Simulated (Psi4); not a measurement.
**BBr2F (dibromofluoroborane): wB97M-V/cc-pVDZ**

What is the vertical singlet–triplet gap of BBr2F (dibromofluoroborane) at wB97M-V/cc-pVDZ? 

Program for the calculation: Psi4 1.11.

## Step 1: The system as given

BBr2F has 4 atoms, charge 0, and is taken as a singlet. SMILES: `FB(Br)Br`. The coordinates come from a PBE0-D4/def2-TZVP relaxation.

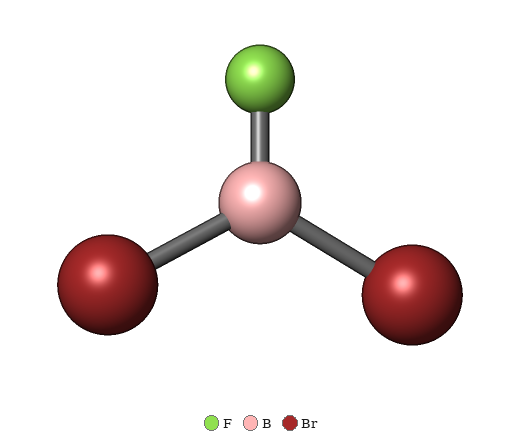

The structure, seen from a chosen angle (fluorine green, boron pink, bromine red).

## Step 2: A single-point energy at wB97M-V/cc-pVDZ

File bbr2f_ase.py:

```python
import numpy as np
from ase.calculators.psi4 import Psi4
from ase import Atoms

atoms = Atoms(['F', 'B', 'Br', 'Br'], positions=[
    [1.316550, 0.465960, 0.364370],
    [0.123960, 0.043770, 0.034160],
    [-0.483040, -1.629420, 0.701450],
    [-0.957470, 1.119690, -1.099980],
])
calc = Psi4(atoms=atoms, method='wb97m-v', basis='cc-pVDZ', memory='2200MB', num_threads=1, charge=0, multiplicity=1, label='psi4-calc', reference='rks')
calc.psi4.set_options({'puream': True, 'e_convergence': 1e-09, 'd_convergence': 1e-08, 'scf_type': 'pk', 'dft_radial_points': 99, 'dft_spherical_points': 590})
atoms.calc = calc

print(f'energy: {atoms.get_potential_energy():.6f} eV')
```

Command:

```bash
$ python bbr2f_ase.py
```

psi4-calc.dat, shortened:

```text
[...]
  Running in c1 symmetry.
[...]
  Nuclear repulsion =  430.663016420337158
[...]
  Multiplicity = 1
[...]
  Nalpha       = 42
  Nbeta        = 42
[...]
    Number of basis functions: 82
[...]
   @RKS iter   1: -5272.52983261133340   -2.82373e+00   1.00580e-02 DIIS/ADIIS
[...]
   @RKS iter  11: -5272.76876230968173   -2.54659e-11   8.50937e-09 DIIS
[...]
    Orbital Energies [Eh]
    ---------------------
    Doubly Occupied:
       1A   -483.554863     2A   -483.554860     3A    -62.861076
       4A    -62.861074     5A    -56.548513     6A    -56.548511
       7A    -56.546912     8A    -56.546909     9A    -56.546350
      10A    -56.546347    11A    -24.968039    12A     -8.928490
      13A     -8.928466    14A     -7.072425    15A     -6.712416
      16A     -6.712414    17A     -6.704945    18A     -6.704942
      19A     -6.702833    20A     -6.702830    21A     -2.790298
      22A     -2.790277    23A     -2.788206    24A     -2.788190
      25A     -2.786584    26A     -2.786579    27A     -2.780693
      28A     -2.780683    29A     -2.780603    30A     -2.780593
      31A     -1.395029    32A     -0.943121    33A     -0.914671
      34A     -0.702046    35A     -0.618260    36A     -0.610260
[...]
  @RKS Final Energy: -5272.76876230968173
   => Energetics <=
    Nuclear Repulsion Energy =            430.6630164203371578
    One-Electron Energy =               -8194.3785572358028730
    Two-Electron Energy =                2647.2174179574058144
    DFT Exchange-Correlation Energy =    -156.6196500416851904
    Empirical Dispersion Energy =           0.0000000000000000
    VV10 Nonlocal Energy =                  0.3490105900641039
    Total Energy =                      -5272.7687623096817333
[...]
 Multipole Moments:
 ------------------------------------------------------------------------------------
     Multipole            Electronic (a.u.)      Nuclear  (a.u.)        Total (a.u.)
 ------------------------------------------------------------------------------------
 L = 1.  Multiply by 2.5417464519 to convert [e a0] to [Debye]
 Dipole X            :         -2.1184158            2.0637667           -0.0546491
 Dipole Y            :         -0.7498037            0.7303475           -0.0194562
 Dipole Z            :         -0.5862982            0.5710683           -0.0152299
 Magnitude           :                                                    0.0599752
[...]
```

The script printed:

```text
energy: -143479.346208 eV
```

Wall time 1.8 min (1 thread of AMD EPYC 7R43 (Zen 3), shared host); peak memory 1.6 GiB.

## Step 3: The triplet, same level

File input.in:

```
memory 2.2 GB

molecule {
  0 3
  F      1.316550     0.465960     0.364370
  B      0.123960     0.043770     0.034160
  Br    -0.483040    -1.629420     0.701450
  Br    -0.957470     1.119690    -1.099980
  units angstrom
  symmetry c1
  no_reorient
  no_com
}

set {
  reference            uks
  puream               true
  e_convergence        1e-09
  d_convergence        1e-08
  scf_type             pk
  dft_radial_points    99
  dft_spherical_points 590
  maxiter              100
}

energy_value, wavefunction = energy("wb97m-v/cc-pVDZ", return_wfn=True)
```

Command:

```bash
$ psi4 input.in input.out -n 1
```

input.out, shortened:

```text
[...]
  Running in c1 symmetry.
[...]
  Nuclear repulsion =  430.663016420337158
[...]
  Multiplicity = 3
[...]
  Nalpha       = 43
  Nbeta        = 41
[...]
    Number of basis functions: 82
[...]
   @UKS iter   1: -5272.37694417929288   -2.67084e+00   8.92303e-03 DIIS/ADIIS
[...]
   @UKS iter  14: -5272.53946459279450   -1.18234e-11   6.80840e-09 DIIS
[...]
   @S^2 Observed:                2.007252326E+00
[...]
  @UKS Final Energy: -5272.53946459279450
   => Energetics <=
    Nuclear Repulsion Energy =            430.6630164203371578
    One-Electron Energy =               -8192.7757418148139550
    Two-Electron Energy =                2645.8368982268657419
    DFT Exchange-Correlation Energy =    -156.6124355224951046
    Empirical Dispersion Energy =           0.0000000000000000
    VV10 Nonlocal Energy =                  0.3487980973109276
    Total Energy =                      -5272.5394645927945021
[...]
 Multipole Moments:
 ------------------------------------------------------------------------------------
     Multipole            Electronic (a.u.)      Nuclear  (a.u.)        Total (a.u.)
 ------------------------------------------------------------------------------------
 L = 1.  Multiply by 2.5417464519 to convert [e a0] to [Debye]
 Dipole X            :         71.0510209          -71.7134057           -0.6623848
 Dipole Y            :         25.1412185          -25.3753558           -0.2341373
 Dipole Z            :         19.6562061          -19.8391386           -0.1829324
 Magnitude           :                                                    0.7259739
[...]
```

Wall time 2.4 min (1 thread of AMD EPYC 7R43 (Zen 3), shared host); peak memory 1.6 GiB.

## Step 4: Summary of results

At wB97M-V/cc-pVDZ:

| quantity | value |
| --- | --- |
| singlet: total energy | -5272.76876 Eh |
| singlet: dipole moment | 0.15 D |
| singlet: HOMO energy | -10.70 eV |
| singlet: LUMO energy | 1.01 eV |
| singlet: HOMO–LUMO gap | 11.71 eV |
| triplet: total energy | -5272.53946 Eh |
| triplet: dipole moment | 1.85 D |
| triplet: HOMO energy (highest over α and β) | -4.65 eV |
| triplet: ⟨S²⟩ | 2.007 |
| vertical energy of the triplet above the singlet | 6.240 eV |

What this shows: At this shape the triplet lies 6.24 eV (602 kJ/mol) above the singlet.
